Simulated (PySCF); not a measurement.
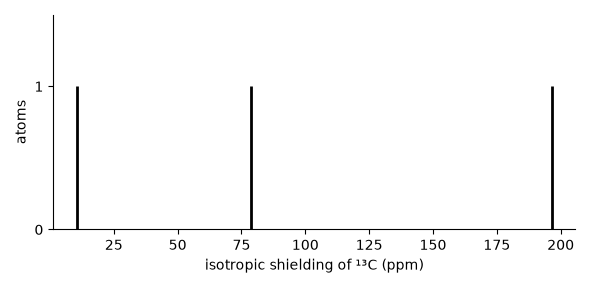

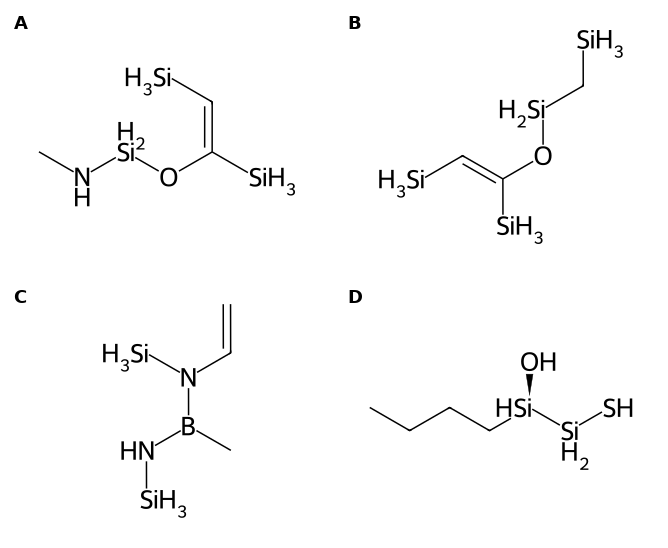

The sticks are computed shieldings of one of the molecules, for one fixed geometry (GFN2-xTB) without averaging over rotations. Low shielding means a high chemical shift. Method: GIAO PBE0/pcSseg-1 NMR shielding, non-relativistic, gas phase (PySCF 2.14.0).

### Match the spectrum to a structure.

B, `[SiH3]/C=C(\[SiH3])O[SiH2]C[SiH3]`. Its 3 C atoms give lines at 10.5, 78.6, 196.4 ppm.

The geometry is semi-empirical. Around B, Si such bond lengths and angles can be off by a tenth of an ångström or more and by several degrees, and values that hang on the shape move with them.
